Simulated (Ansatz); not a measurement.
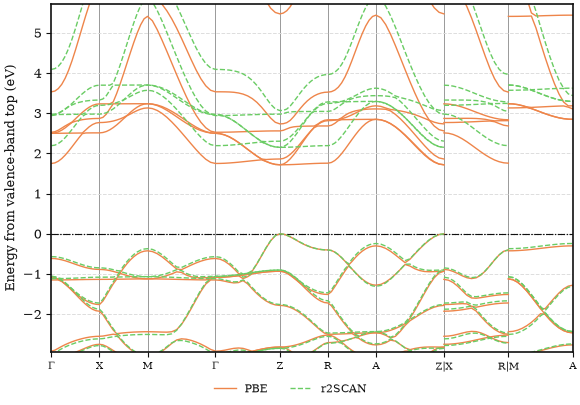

Band structures of ScHBr2, space group P4/mmm, 4 atoms in the cell, by two methods on the same cell. Each is counted from its own valence-band top.

### What changes from one method to the other?

PBE gives a gap of 1.72 eV along the path and r2SCAN gives a gap of 2.15 eV along the path. Over the top 3 filled bands the two differ by 0.04 eV on average.

Settings. PBE: DFT PBE, scalar-relativistic, plane waves, PAW, no spin polarisation, 6×6×8 k mesh, 420 eV cutoff, Gaussian smearing of 0.02 eV (Ansatz). r2SCAN: DFT r2SCAN, scalar-relativistic, plane waves, PAW, no spin polarisation, 6×6×8 k mesh, 500 eV cutoff, Gaussian smearing of 0.02 eV (Ansatz 0.2.0).

The structure is an invented one, so it need not be a known or stable phase.
